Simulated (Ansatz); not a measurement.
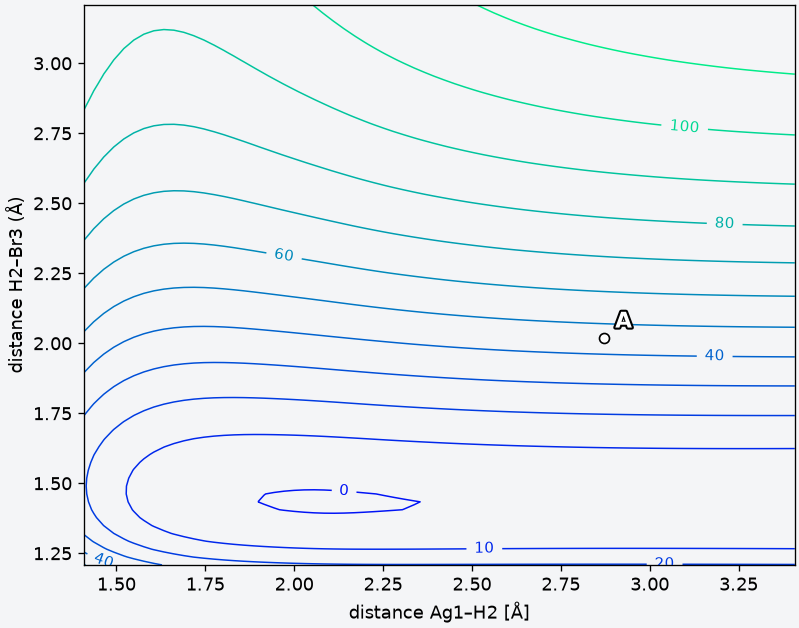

The system Ag⁺ + HBr. 
- The first coordinate is: distance Ag1–H2; the second: distance H2–Br3.
- Nothing is relaxed (the angle Ag1–H2–Br3 is fixed at 180 degrees).
- The grid has 15 × 15 points.
- Points are written as (first, second).
- Energies: kcal/mol, counted from the lowest grid point.
- The reference is spin-restricted, so regions where a bond is pulled apart into radicals lie too high.
- The calculation used Ansatz, RKS PBE0-D4/def2-TZVPD.

Drawn: contour lines labelled in kcal/mol, the point A. Between grid points the surface is interpolated.

### Is A at rest? If not, where is it pushed?

A, at (2.870 Å, 2.020 Å), is not a stationary point. The computed force is 3.7 kcal/mol for each Å towards smaller values of distance Ag1–H2 and 92 kcal/mol for each Å towards smaller values of distance H2–Br3.
